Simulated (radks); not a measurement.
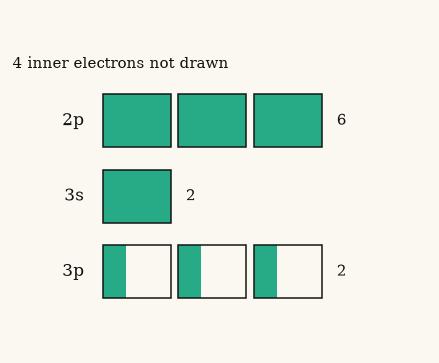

Fig. 1: The outer shells as the input fills them: a box for each of the 2l + 1 orbitals, shaded by the share of the shell that is filled, with the electron count at the right.

# Atomic calculation for P⁺

P⁺ (Z = 15, 14 electrons) in the configuration [Ne] 3s2 3p2 (high spin). Computed at this level: non-relativistic Kohn-Sham, BLYP, spin-polarised, spherical densities, point nucleus (the in-house radial solver radks).

## Input file
```
Z 15
configuration [Ne] 3s2 3p2
relativity non-relativistic
functional b88,lyp
spin polarised
nucleus point
mixing 0.2
max_iterations 89
```

Energies in input and log are in hartree, lengths in bohr.

Hardware: 1 thread of Intel Xeon, 108 GiB of memory available, shared host.

Launched within a batch (the task file carries these settings):
```bash
python <driver script> task.json out
```

## Log
```
1s      1   1.0000         -76.80114061
2s      1   1.0000          -6.73931891
2p      1   3.0000          -4.96513087
3s      1   1.0000          -0.87397125
3p      1   2.0000          -0.54183317
1s      2   1.0000         -76.79187067
2s      2   1.0000          -6.73033752
2p      2   3.0000          -4.95269692
3s      2   1.0000          -0.80250663
3p      2   0.0000          -0.47590763
Etot -340.90160334551143
Ekin 340.4792629383435
Encl -806.3941721999709
Eh 147.88562303855002
Exc -22.87231712243409
err 3.764967745236389e-10
it 16
```

## What the run reported

```tsv
quantity	value
outcome	converged
total energy	−340.901603 hartree
kinetic energy	340.479263 hartree
electron–nucleus energy	−806.394172 hartree
Hartree energy	147.885623 hartree
exchange–correlation energy	−22.872317 hartree
radius at density 0.001 e/bohr³	3.83 bohr
SCF iterations	16
```

## What is odd here

A numerical setting was moved from its usual value: mixing factor beta = 0.2. The program ran to the end, and its total energy equals that of the same run with the usual input (−340.90160 hartree) within 10⁻⁵ hartree, so the oddity leaves no trace in it.
